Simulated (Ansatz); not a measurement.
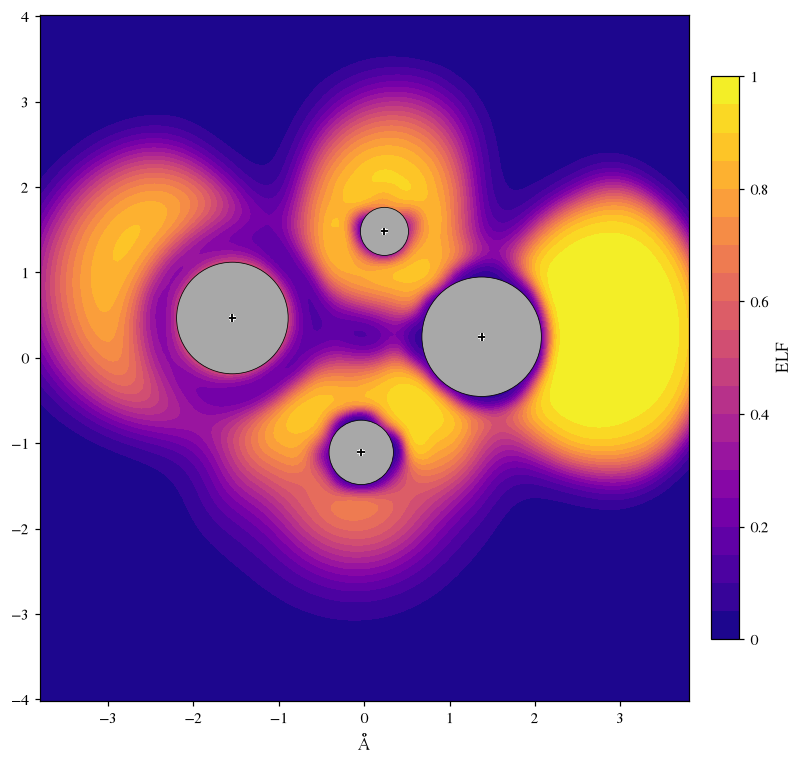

The ELF on a plane through atoms (crosses mark nuclei in the plane; grey discs cover the cores).

Method: isolated molecule in a Gaussian basis; Kohn-Sham density functional theory, functional PBE0 (Ansatz).

Candidates:
A. BH₇N₂Si (SMILES NBN[SiH3])
B. CH₂OSbSi (SMILES [CH2]1[Si]2[O][Sb]12) (doublet)
C. H₇OSi₃ (SMILES [SiH3][O+]1[SiH2][SiH2]1) (charge +1)

Q: Which candidate gave the map?

A: Candidate B: CH₂OSbSi on the plane of atoms C1, Sb3 and O2, which holds C, O, Sb and Si. Si–O (1.68 Å): the ELF peaks at about 0.85 between the atoms (a polar covalent bond). C–Si (1.96 Å): the ELF peaks at about 0.95 between the atoms (a covalent bond).
